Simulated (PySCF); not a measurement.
**[La(HCN)]3+: other functionals and bases at one geometry**

How far do other levels of theory move the description of [La(HCN)]3+, and what does each cost? The structure is generated, not taken from experiment.

Method: several levels, as the steps say, no spin–orbit coupling; program: PySCF 2.14.0.

1 further run of the same task is left out (for a known fault of the program).

**1. The system as given**

4 atoms, charge 3, spin multiplicity 1.

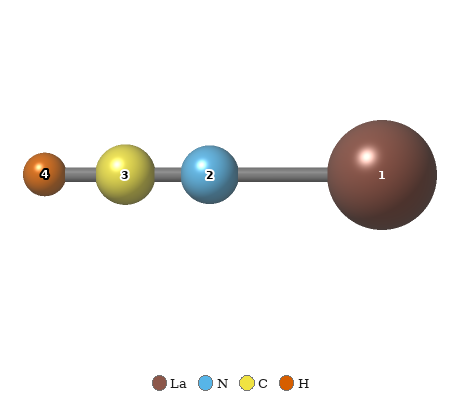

The structure; lanthanum brown, nitrogen blue, carbon yellow, hydrogen orange; atoms are numbered from 1 in the order of the file.

As a file:

```xyz
4
CHLaN
La    0.0000    0.0000   -0.3543
N     0.0000    0.0000    2.0231
C     0.0000    0.0000    3.1867
H     0.0000    0.0000    4.2986
```

Formal oxidation states: La +3. An earlier session relaxed this geometry at PBE0, La def2-SVP with ECP46, N def2-SVP, C def2-SVP, H def2-SVP (singlet, point group C∞v).

At PBE0 on the finer grid: E = -123.575065 Eh, HOMO -26.21 eV, LUMO -19.15 eV, Mulliken charge on La1 +2.54 e, largest force component 0.019 eV/Å. 

Levels to run: B3LYP; r2SCAN; PBE0, TZVP. Hardware: 2 threads of Arm Neoverse V2, shared host.

**2. B3LYP**

run.py (the lines that set the calculation) reads:

```python
mol = gto.M(atom='''
La     0.00000     0.00000    -0.35434
N      0.00000     0.00000     2.02314
C      0.00000     0.00000     3.18670
H      0.00000     0.00000     4.29861''',
    basis={'La': 'def2-SVP', 'N': 'def2-SVP', 'C': 'def2-SVP', 'H': 'def2-SVP'},
    ecp={'La': 'def2-SVP'},
    charge=3, spin=0)
mf = dft.RKS(mol, xc='B3LYP')
mf.grids.atom_grid = (75, 302)  # f atoms: unpruned, at least (60, 302)
mf = mf.density_fit()  # fitting sets: La def2-universal-JKFIT, N def2-universal-JKFIT, C def2-universal-JKFIT, H def2-universal-JKFIT
mf.conv_tol = 1e-08; mf.max_cycle = 55
mf.kernel(dm0)  # dm0: the density of the relaxed state
```

Started as:

```sh
OMP_NUM_THREADS=2 python run.py
```

The program printed:

```text
init E= -123.699494077068
  HOMO = -0.952773114560064  LUMO = -0.715875509631719  gap/eV = 6.44631
cycle= 1 E= -123.699917169786  delta_E= -0.000423  |g|= 0.0167  |ddm|= 0.148
  HOMO = -0.94961513169507  LUMO = -0.715600890444858  gap/eV = 6.36785
cycle= 2 E= -123.699731349094  delta_E= 0.000186  |g|= 0.0338  |ddm|= 0.0311
  HOMO = -0.95224130167579  LUMO = -0.71585694954352  gap/eV = 6.43235
cycle= 3 E= -123.699969517966  delta_E= -0.000238  |g|= 0.00462  |ddm|= 0.0225
  HOMO = -0.952666010882263  LUMO = -0.715652967879714  gap/eV = 6.44945
cycle= 4 E= -123.699975104393  delta_E= -5.59e-06  |g|= 0.000753  |ddm|= 0.00438
  HOMO = -0.952464852692343  LUMO = -0.715742697635337  gap/eV = 6.44154
cycle= 5 E= -123.699975287273  delta_E= -1.83e-07  |g|= 9.43e-05  |ddm|= 0.000985
  HOMO = -0.952484796884354  LUMO = -0.715743361777405  gap/eV = 6.44206
cycle= 6 E= -123.699975290296  delta_E= -3.02e-09  |g|= 2.05e-05  |ddm|= 0.000147
  HOMO = -0.95248370096561  LUMO = -0.715742462612227  gap/eV = 6.44206
Extra cycle  E= -123.699975290343  delta_E= -4.75e-11  |g|= 1.81e-05  |ddm|= 3.75e-05
converged SCF energy = -123.699975290343
```

It took 1.2 s on 2 threads of Arm Neoverse V2, shared host.

Result: E = -123.699975 Eh, HOMO -25.92 eV, LUMO -19.48 eV, Mulliken charge on La1 +2.52 e, largest force component 0.260 eV/Å. 

**3. r2SCAN**

run.py (the lines that set the calculation): that of step 2 with these lines changed.

```diff
@@ -8,3 +8,3 @@
     charge=3, spin=0)
-mf = dft.RKS(mol, xc='B3LYP')
+mf = dft.RKS(mol, xc='R2SCAN')
 mf.grids.atom_grid = (75, 302)  # f atoms: unpruned, at least (60, 302)
```

Started as:

```sh
OMP_NUM_THREADS=2 python run.py
```

The program printed:

```text
init E= -123.649526117922
  HOMO = -0.922593679384004  LUMO = -0.716940766809547  gap/eV = 5.59610
cycle= 1 E= -123.649927148762  delta_E= -0.000401  |g|= 0.00799  |ddm|= 0.0804
  HOMO = -0.924298478069924  LUMO = -0.714254605361354  gap/eV = 5.71558
cycle= 2 E= -123.649884574002  delta_E= 4.26e-05  |g|= 0.0149  |ddm|= 0.0267
  HOMO = -0.923531259993315  LUMO = -0.71479459088606  gap/eV = 5.68001
cycle= 3 E= -123.649942765258  delta_E= -5.82e-05  |g|= 0.00491  |ddm|= 0.0138
  HOMO = -0.922892051622291  LUMO = -0.714963043891235  gap/eV = 5.65804
cycle= 4 E= -123.649948217414  delta_E= -5.45e-06  |g|= 0.000737  |ddm|= 0.00409
  HOMO = -0.923049714889842  LUMO = -0.715009769356673  gap/eV = 5.66106
cycle= 5 E= -123.649948368412  delta_E= -1.51e-07  |g|= 2.97e-05  |ddm|= 0.000762
  HOMO = -0.923050000254315  LUMO = -0.715001931609323  gap/eV = 5.66128
cycle= 6 E= -123.649948368696  delta_E= -2.84e-10  |g|= 1.31e-05  |ddm|= 6.71e-05
  HOMO = -0.923048714389517  LUMO = -0.715002695630559  gap/eV = 5.66122
Extra cycle  E= -123.649948368563  delta_E= 1.32e-10  |g|= 2.76e-05  |ddm|= 3.13e-05
converged SCF energy = -123.649948368563
```

It took 1.8 s on 2 threads of Arm Neoverse V2, shared host.

It gives: E = -123.649948 Eh, HOMO -25.12 eV, LUMO -19.46 eV, Mulliken charge on La1 +2.54 e, largest force component 0.474 eV/Å. 

**4. PBE0, TZVP**

Basis: La def2-TZVP with ECP46, N def2-TZVP, C def2-TZVP, H def2-TZVP. 

run.py (the lines that set the calculation) reads:

```python
mol = gto.M(atom='''
La     0.00000     0.00000    -0.35434
N      0.00000     0.00000     2.02314
C      0.00000     0.00000     3.18670
H      0.00000     0.00000     4.29861''',
    basis={'La': 'def2-TZVP', 'N': 'def2-TZVP', 'C': 'def2-TZVP', 'H': 'def2-TZVP'},
    ecp={'La': 'def2-TZVP'},
    charge=3, spin=0)
mf = dft.RKS(mol, xc='PBE0')
mf.grids.atom_grid = (75, 302)  # f atoms: unpruned, at least (60, 302)
mf = mf.density_fit()  # fitting sets: La def2-universal-JKFIT, N def2-universal-JKFIT, C def2-universal-JKFIT, H def2-universal-JKFIT
mf.conv_tol = 1e-08; mf.max_cycle = 55
mf.kernel(dm0)  # dm0: free metal ions and neutral atoms
```

Started as:

```sh
OMP_NUM_THREADS=2 python run.py
```

The program printed:

```text
init E= -115.084054732332
  HOMO = -1.45263829219099  LUMO = -1.24534415492415  gap/eV = 5.64076
cycle= 1 E= -122.266687080752  delta_E= -7.18  |g|= 2.83  |ddm|= 2.08
cycle= 2 E= -113.12837985561  delta_E= 9.14  |g|= 3.37  |ddm|=  3.4
  HOMO = -1.14658643298377  LUMO = -1.08668557702158  gap/eV = 1.62999
cycle= 3 E= -122.570725222521  delta_E= -9.44  |g|= 1.98  |ddm|= 3.47
  HOMO = -1.26370999626032  LUMO = -0.811235902602238  gap/eV = 12.31245
cycle= 4 E= -123.279848511749  delta_E= -0.709  |g|= 1.31  |ddm|= 1.04
  HOMO = -1.04469516018184  LUMO = -0.692383919829245  gap/eV = 9.58688
cycle= 5 E= -123.584397315229  delta_E= -0.305  |g|= 0.594  |ddm|= 0.856
  HOMO = -0.940761038149152  LUMO = -0.711811021706512  gap/eV = 6.23005
cycle= 6 E= -123.668026075458  delta_E= -0.0836  |g|= 0.229  |ddm|= 0.533
  HOMO = -0.960431781009751  LUMO = -0.703552217524096  gap/eV = 6.99005
cycle= 7 E= -123.680452994741  delta_E= -0.0124  |g|= 0.0232  |ddm|= 0.126
  HOMO = -0.958979804455896  LUMO = -0.704712851906896  gap/eV = 6.91896
cycle= 8 E= -123.680576481948  delta_E= -0.000123  |g|= 0.00743  |ddm|= 0.028
  HOMO = -0.96007458750232  LUMO = -0.703720832032824  gap/eV = 6.97574
cycle= 9 E= -123.680589469215  delta_E= -1.3e-05  |g|= 0.000526  |ddm|= 0.00712
  HOMO = -0.960061337302461  LUMO = -0.703750430848444  gap/eV = 6.97458
cycle= 10 E= -123.68058954696  delta_E= -7.77e-08  |g|= 7.57e-05  |ddm|= 0.000846
  HOMO = -0.960071146821798  LUMO = -0.703737388529286  gap/eV = 6.97520
cycle= 11 E= -123.680589548879  delta_E= -1.92e-09  |g|= 1.6e-05  |ddm|= 9.92e-05
  HOMO = -0.960065211080733  LUMO = -0.70374133972328  gap/eV = 6.97493
Extra cycle  E= -123.680589548844  delta_E= 3.47e-11  |g|= 2.15e-05  |ddm|= 2.76e-05
converged SCF energy = -123.680589548844
```

Wall time 3.5 s (2 threads of Arm Neoverse V2, shared host).

Result: E = -123.680590 Eh, HOMO -26.12 eV, LUMO -19.15 eV, Mulliken charge on La1 +2.57 e, largest force component 0.886 eV/Å. 

**5. All levels side by side**

| level | state | HOMO (eV) | gap (eV) | charge on La1 (e) | dipole (D) | largest force (eV/Å) | basis functions | time |
| --- | --- | --- | --- | --- | --- | --- | --- | --- |
| PBE0 (relaxed here) | singlet | -26.21 | 7.06 | 2.54 | 3.40 | 0.02 | 65 | 2.6 s |
| B3LYP | singlet | -25.92 | 6.44 | 2.52 | 3.44 | 0.26 | 65 | 1.2 s |
| r2SCAN | singlet | -25.12 | 5.66 | 2.54 | 3.44 | 0.47 | 65 | 1.8 s |
| PBE0, TZVP | singlet | -26.12 | 6.97 | 2.57 | 3.45 | 0.89 | 108 | 3.5 s |

Times are on 2 threads of Arm Neoverse V2, shared host; the first row also made further properties. The dipole of a charged species depends on the origin, so these sizes hold for this origin alone.

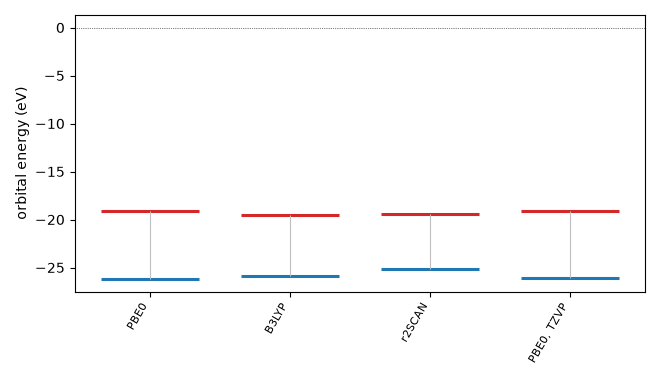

Highest filled and lowest empty level, method by method.

In one basis the HOMO–LUMO gap runs from 5.66 eV (r2SCAN) to 7.06 eV (PBE0). The largest leftover force, 0.89 eV/Å with PBE0, TZVP, stands at a geometry relaxed at another level. The Mulliken charge on La spans +2.52 to +2.57 e over the levels. Total energies of different levels can't be compared. Spin–orbit coupling is left out throughout.
